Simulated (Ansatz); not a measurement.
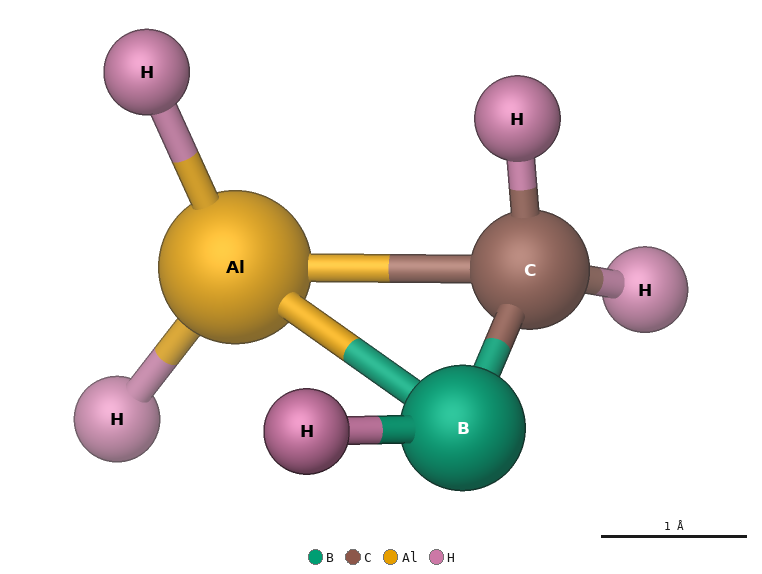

Atoms fade into the background with distance from the viewer. State: neutral, doublet. Computed geometry: PBE0-D4/def2-TZVP optimisation. No frequency run is at hand to confirm it as a minimum. Masses are those of the most abundant isotopes; constants are for the rigid equilibrium geometry.

Q: What kind of rotor is it, and what are its rotational constants in cm⁻¹?

A: An asymmetric top (C1): A = 0.717, B = 0.259, C = 0.214 cm⁻¹. Ray's parameter κ is −0.82, nearer the prolate limit.
